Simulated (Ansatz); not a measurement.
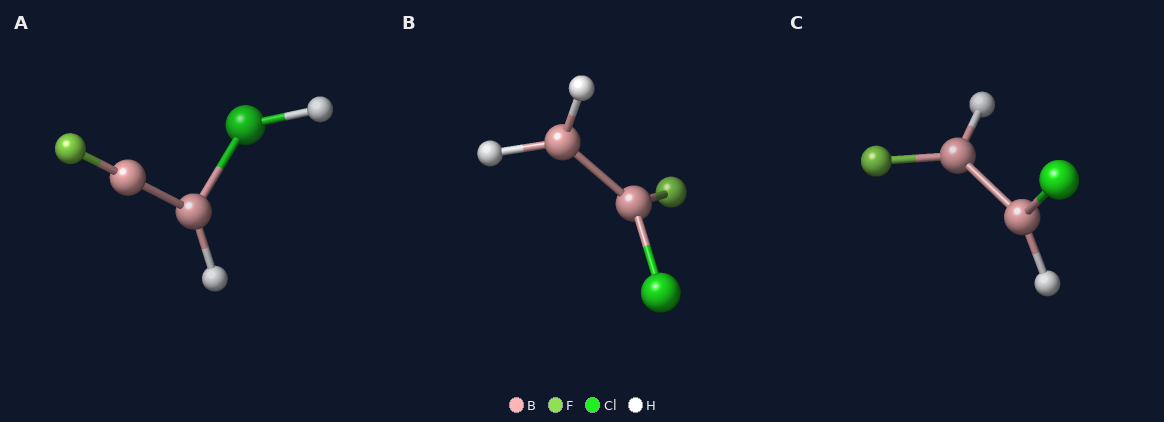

3 stationary structures of one formula. Geometries: PBE0-D4/def2-TZVP. Electronic energies: PBE0-D4/def2-TZVPP (Ansatz 0.2.0), without zero-point energy. No frequency run is at hand to confirm each as a minimum.

### Rank them by energy, lowest first.

B is lowest (Cs); C lies 11.7 kJ/mol above it (C1), A lies 352.5 kJ/mol above it (C1).
